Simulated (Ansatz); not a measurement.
# GeSO (singlet): correlated methods under varied settings

What do other methods and options give for GeSO (singlet) at this geometry, and how long do they take?

Computed with Ansatz 0.2.0, Gaussian basis. Level: the settings change from run to run.

20 further runs of the same task are left out: 4 for a known fault of the program, 6 that didn't finish, 10 set aside as unsound or not needed.

## Step 1: The system

The geometry is a PBE0/def2-TZVP stationary point (not a proven minimum). No spin-orbit coupling is included. The filled d shell of Ge may be among the frozen orbitals whatever the setting's name suggests; the logs give the count.

3 atoms, charge 0, spin multiplicity 1.

Atoms are counted from 1 here; the program's logs count them from 0.

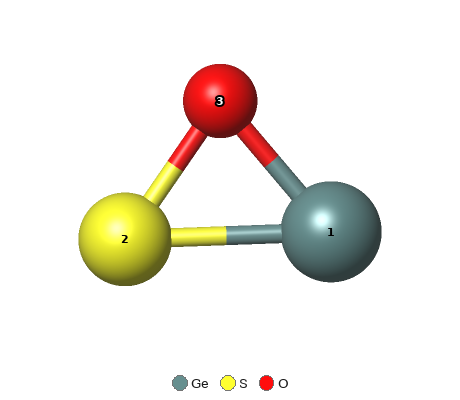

The structure; germanium teal, sulfur yellow, oxygen red; atoms are numbered from 1 in the order of the file.

## Step 2: BCCD(T) on UHF/6-31G

Contents of in.yaml:

```yaml
crystal:
  periodic: [false, false, false]
  atoms:
    - {symbol: Ge, position_ang: [0.000000, 0.114171, 0.740003]}
    - {symbol: S, position_ang: [0.000000, 0.333240, -1.419196]}
    - {symbol: O, position_ang: [0.000000, -1.186217, -0.515475]}
basis:
  gaussian: {orbitals: 6-31G}
magnetization: {spin_polarized: true, initial_magnetization: 0}
correlation: {method: bccd_t, electrons: outside_noble_gas}
accuracy: high
scf: {lower_state_search: off}
```

Command:

```sh
$ ansatz run in.yaml --threads 1 --pin off --events-out ev --progress --plain --max-ram 2393MiB
```

The log of the run, cut to the lines that bear on the results:

```text
Functional definition: HF
  name "HF"
  cite "Fock, Z. Phys. 61, 126 (1930) doi:10.1007/BF01340294"
  parent pbe
[...]
920 factors; integrals over basis functions are off by at most 4.1e-9 eV
[...]
mean field -69315.40935134 eV, -2547.2943099898 hartree, gradient 2.2e-8 eV, S^2 0.000000; 0 other end points of the search recorded, 0 dependent functions left out
20 core orbitals not correlated: weight in the atoms' cores, before any rotation towards them, 0.989 or more for the frozen orbitals, at most 0.013 for the correlated occupied ones
reference -69315.40935134 eV, -2547.2943099898 hartree; 8, 8 occupied and 23, 23 virtual orbitals, 920 factors
second order -6.41387279 eV of doubles, -0.00000000 eV of singles
cycle   1  -6.20330820 eV  change    2.1e-1 eV  update   1.2e-1
[...]
cycle  26  -6.58741609 eV  change  -3.0e-10 eV  update  7.6e-10
perturbative correction -0.29367856 eV, -0.0107924881 hartree
Total energy: -69322.29044599 eV, -2547.5471855541 hartree
Checks for a lower state left out: stability, starts, cluster_reference, orbital_swaps, neighbouring_geometries, increment
```

Wall time 2.4 s (1 thread of Intel Xeon 6975P-C, shared host).

From the report: ⟨S²⟩ of the determinant 0.000 (pure singlet: 0.00); correlation -6.8811 eV; largest double amplitude 0.06.

## Step 3: CCSD(T)/cc-pVDZ

Contents of in.yaml:

```yaml
crystal:
  periodic: [false, false, false]
  atoms:
    - {symbol: Ge, position_ang: [0.000000, 0.114171, 0.740003]}
    - {symbol: S, position_ang: [0.000000, 0.333240, -1.419196]}
    - {symbol: O, position_ang: [0.000000, -1.186217, -0.515475]}
basis:
  gaussian: {orbitals: cc-pVDZ}
magnetization: {spin_polarized: false}
hamiltonian: {xc: {name: PBE0}}
correlation: {method: ccsd_t, electrons: valence}
```

The command is unchanged.

The log of the run, cut to the lines that bear on the results:

```text
Functional definition: PBE0
  name "PBE0"
  cite "Adamo & Barone, J. Chem. Phys. 110, 6158 (1999) doi:10.1063/1.478522"
  cite "Perdew, Burke & Ernzerhof, Phys. Rev. Lett. 77, 3865 (1996) doi:10.1103/PhysRevLett.77.3865"
  parent pbe
[...]
649 factors; integrals over basis functions are off by at most 8.0e-4 eV
[...]
mean field -69386.08006689 eV, -2549.8914108839 hartree, gradient 3.6e-6 eV, S^2 0.000000; 0 other end points of the search recorded, 0 dependent functions left out
15 core orbitals not correlated: weight in the atoms' cores, before any rotation towards them, 1.000 or more for the frozen orbitals, at most 0.000 for the correlated occupied ones
reference -69325.68501680 eV, -2547.6719337303 hartree; 13, 13 occupied and 31, 31 virtual orbitals, 649 factors
second order -11.95125673 eV of doubles, -0.46279721 eV of singles
cycle   1  -11.39631543 eV  change     1.0e0 eV  update   1.5e-1
[...]
cycle  11  -12.07751231 eV  change    4.6e-7 eV  update   2.9e-5
perturbative correction -0.55684209 eV, -0.0204635692 hartree
Total energy: -69338.31937120 eV, -2548.1362376906 hartree
```

Wall time 1.8 s (1 thread of Intel Xeon 6975P-C, shared host).

From the report: correlation -12.6344 eV; T1 0.010; largest double amplitude 0.06. The orbitals are Kohn-Sham ones, so correlation energy and T1 don't compare with those on Hartree-Fock orbitals.

## Step 4: CCSDT on RHF/STO-3G

in.yaml: that of step 3 with these lines changed.

```diff
@@ -7,5 +7,4 @@
 basis:
-  gaussian: {orbitals: cc-pVDZ}
+  gaussian: {orbitals: STO-3G}
 magnetization: {spin_polarized: false}
-hamiltonian: {xc: {name: PBE0}}
-correlation: {method: ccsd_t, electrons: valence}
+correlation: {method: ccsdt, electrons: outside_noble_gas, diis_vectors: 1}
```

Launched as before.

The log of the run, cut to the lines that bear on the results:

```text
Functional definition: HF
  name "HF"
  cite "Fock, Z. Phys. 61, 126 (1930) doi:10.1007/BF01340294"
  parent pbe
[...]
487 factors; integrals over basis functions are off by at most 5.3e-8 eV
[...]
mean field -68537.98630253 eV, -2518.7245399023 hartree, gradient 2.0e-6 eV, S^2 0.000000; 0 other end points of the search recorded, 0 dependent functions left out
20 core orbitals not correlated, not the lowest: weight in the atoms' cores, before any rotation towards them, 0.942 or more for the frozen orbitals, at most 0.038 for the correlated occupied ones
reference -68537.98630253 eV, -2518.7245399023 hartree; 8, 8 occupied and 4, 4 virtual orbitals, 487 factors
second order -3.34399278 eV of doubles, -0.00000000 eV of singles
cycle   1  -3.52593615 eV  change   -1.8e-1 eV  update   1.5e-1
[...]
cycle  40  -4.18915015 eV  change   -2.0e-7 eV  update   6.9e-7
Total energy: -68542.17545268 eV, -2518.8784883307 hartree
```

Run time: 0.42 s. Hardware: 1 thread of Intel Xeon 6975P-C, shared host.

From the report: correlation -4.1892 eV; T1 0.036; largest double amplitude 0.11.

## Step 5: HF/cc-pVDZ

Contents of in.yaml:

```yaml
crystal:
  periodic: [false, false, false]
  atoms:
    - {symbol: Ge, position_ang: [0.000000, 0.114171, 0.740003]}
    - {symbol: S, position_ang: [0.000000, 0.333240, -1.419196]}
    - {symbol: O, position_ang: [0.000000, -1.186217, -0.515475]}
basis:
  gaussian: {orbitals: cc-pVDZ}
magnetization: {spin_polarized: true, initial_magnetization: 0}
hamiltonian: {xc: hf}
scf: {lower_state_search: off}
output: {orbitals: {seedname: orbitals}}
```

Same command.

The log of the run:

```text
Functional definition: HF
  name "HF"
  cite "Fock, Z. Phys. 61, 126 (1930) doi:10.1007/BF01340294"
  parent pbe
  exchange = exact_x
  correlation = 0
these checks for a lower state are left out or cut short: stability, starts, cluster_reference, orbital_swaps, neighbouring_geometries, increment
649 factors; integrals over basis functions are off by at most 8.0e-4 eV
mean field evaluation 1: about -69323.9753 eV, gradient 2.2e1 eV
mean field evaluation 2: about -69323.9822 eV, gradient 2.2e1 eV
mean field evaluation 4: about -69326.2719 eV, gradient 2.0e0 eV
mean field evaluation 8: about -69326.3144 eV, gradient 2.0e-3 eV
mean field -69326.31443759 eV, -2547.6950645178 hartree, gradient 1.4e-6 eV, S^2 0.000000; 0 other end points of the search recorded, 0 dependent functions left out
reference -69326.31443759 eV, -2547.6950645178 hartree; 28, 28 occupied and 31, 31 virtual orbitals, 649 factors
Total energy: -69326.31443759 eV, -2547.6950645178 hartree
Checks for a lower state left out: stability, starts, cluster_reference, orbital_swaps, neighbouring_geometries, increment
```

Run time: 0.63 s. Hardware: 1 thread of Intel Xeon 6975P-C, shared host.

From the report: ⟨S²⟩ of the determinant 0.000 (pure singlet: 0.00).

## Step 6: CCSD(T) on UHF/STO-3G

Contents of in.yaml:

```yaml
crystal:
  periodic: [false, false, false]
  atoms:
    - {symbol: Ge, position_ang: [0.000000, 0.114171, 0.740003]}
    - {symbol: S, position_ang: [0.000000, 0.333240, -1.419196]}
    - {symbol: O, position_ang: [0.000000, -1.186217, -0.515475]}
basis:
  gaussian: {orbitals: STO-3G, point_charges: [{charge: -1.00, position_ang: [3.453, 0.965, 0.617]}]}
magnetization: {spin_polarized: true, initial_magnetization: 0}
correlation: {method: ccsd_t, electrons: valence}
scf: {lower_state_search: light}
```

Same command.

The log of the run, cut to the lines that bear on the results:

```text
Functional definition: HF
  name "HF"
  cite "Fock, Z. Phys. 61, 126 (1930) doi:10.1007/BF01340294"
  parent pbe
[...]
349 factors; integrals over basis functions are off by at most 2.3e-5 eV
[...]
mean field -68538.47582870 eV, -2518.7425296573 hartree, gradient 1.3e-6 eV, S^2 0.000000; 6 other end points of the search recorded, 0 dependent functions left out
determinant -68538.47582870 eV, -2518.7425296573 hartree, with singles and doubles -68542.29803059 eV, -2518.8829929861 hartree
determinant -68536.16386839 eV, -2518.6575666829 hartree, with singles and doubles -68540.00842973 eV, -2518.7988517061 hartree
determinant -68535.33557294 eV, -2518.6271273866 hartree, with singles and doubles -68538.30004051 eV, -2518.7360695604 hartree
determinant -68535.26274909 eV, -2518.6244511596 hartree, with singles and doubles -68538.00912237 eV, -2518.7253785159 hartree
15 core orbitals not correlated: weight in the atoms' cores, before any rotation towards them, 1.000 or more for the frozen orbitals, at most 0.000 for the correlated occupied ones
reference -68538.47582870 eV, -2518.7425296573 hartree; 13, 13 occupied and 4, 4 virtual orbitals, 349 factors
second order -3.26970588 eV of doubles, -0.00000000 eV of singles
cycle   1  -3.82067693 eV  change    1.5e-3 eV  update   4.5e-3
[...]
cycle   9  -3.82351997 eV  change    3.3e-6 eV  update   3.2e-6
perturbative correction -0.21788850 eV, -0.0080072546 hartree
Total energy: -68542.51723717 eV, -2518.8910486791 hartree
```

It took 1.1 s on 1 thread of Intel Xeon 6975P-C, shared host.

From the report: ⟨S²⟩ of the determinant 0.000 (pure singlet: 0.00); correlation -4.0414 eV; T1 0.025; largest double amplitude 0.11.

## Step 7: BCCD(T) on UHF/cc-pVDZ

Contents of in.yaml:

```yaml
crystal:
  periodic: [false, false, false]
  atoms:
    - {symbol: Ge, position_ang: [0.000000, 0.114171, 0.740003]}
    - {symbol: S, position_ang: [0.000000, 0.333240, -1.419196]}
    - {symbol: O, position_ang: [0.000000, -1.186217, -0.515475]}
basis:
  gaussian: {orbitals: cc-pVDZ}
magnetization: {spin_polarized: true, initial_magnetization: 0}
correlation: {method: bccd_t, electrons: outside_noble_gas}
output: {forces: true}
```

The command is unchanged.

The log of the run, cut to the lines that bear on the results:

```text
Functional definition: HF
  name "HF"
  cite "Fock, Z. Phys. 61, 126 (1930) doi:10.1007/BF01340294"
  parent pbe
[...]
649 factors; integrals over basis functions are off by at most 8.0e-4 eV
[...]
mean field -69326.31443759 eV, -2547.6950645178 hartree, gradient 1.4e-6 eV, S^2 0.000000; 4 other end points of the search recorded, 0 dependent functions left out
determinant -69326.31443759 eV, -2547.6950645178 hartree, with singles and doubles -69337.42867222 eV, -2548.1035051068 hartree
determinant -69324.14622002 eV, -2547.6153839917 hartree, with singles and doubles -69335.12006843 eV, -2548.0186654826 hartree
determinant -69323.35997571 eV, -2547.5864900462 hartree, with singles and doubles -69333.89142770 eV, -2547.9735137685 hartree
determinant -69323.34780586 eV, -2547.5860428126 hartree, with singles and doubles -69334.19978170 eV, -2547.9848455690 hartree
20 core orbitals not correlated: weight in the atoms' cores, before any rotation towards them, 0.995 or more for the frozen orbitals, at most 0.007 for the correlated occupied ones
reference -69326.31443759 eV, -2547.6950645178 hartree; 8, 8 occupied and 31, 31 virtual orbitals, 649 factors
second order -10.63461678 eV of doubles, -0.00000000 eV of singles
cycle   1  -11.04706159 eV  change    6.7e-2 eV  update   1.8e-2
[...]
cycle  13  -11.06186552 eV  change   -5.4e-7 eV  update   7.9e-7
perturbative correction -0.50544631 eV, -0.0185748092 hartree
[...]
Total energy: -69337.88174942 eV, -2548.1201553869 hartree
Atom 0 at     0.000000     0.114171     0.740003 Å, force    -0.000000     0.382810     1.259950 eV/Å
Atom 1 at     0.000000     0.333240    -1.419196 Å, force    -0.000000     1.515611    -1.663428 eV/Å
Atom 2 at     0.000000    -1.186217    -0.515475 Å, force     0.000000    -1.898421     0.403477 eV/Å
Dipole moment:     0.000000     0.310451     0.484101 e Å
```

Run time: 10 s. Hardware: 1 thread of Intel Xeon 6975P-C, shared host; peak memory 0.27 GiB.

From the report: ⟨S²⟩ of the determinant 0.000 (pure singlet: 0.00); correlation -11.5673 eV; largest double amplitude 0.06.

## Step 8: All runs side by side

Where basis and cores are those of an earlier RCCSDT(Q)/cc-pVDZ run (-69337.9592 eV), and the state is the same kind, the miss against it is given.

```csv
level,correlated,functions,energy (eV),from RCCSDT(Q) (meV),time
BCCD(T) on UHF/6-31G,outside noble gas,51,-69322.2904,,2.4 s
CCSD(T)/cc-pVDZ (on PBE0 orbitals),valence,59,-69338.3194,,1.8 s
CCSDT on RHF/STO-3G,outside noble gas,32,-68542.1755,,0.42 s
HF/cc-pVDZ,,59,-69326.3144,11644.7,0.63 s
CCSD(T) on UHF/STO-3G (beside a point charge),valence,32,-68542.5172,,1.1 s
BCCD(T) on UHF/cc-pVDZ,outside noble gas,59,-69337.8817,77.4,10 s
```

## Step 9: Results

| quantity | value |
| --- | --- |
| runs | 6 |
| quickest | CCSDT on RHF/STO-3G, 0.42 s |
| slowest | BCCD(T) on UHF/cc-pVDZ, 10 s |

In words: Total energies in different bases, with other cores or another treatment of relativity can't be set against each other. BCCD(T) on UHF/cc-pVDZ took 24 times as long as CCSDT on RHF/STO-3G; the jobs differ in more than the method. Hartree-Fock, CASSCF and CASCI lack dynamic correlation by design.
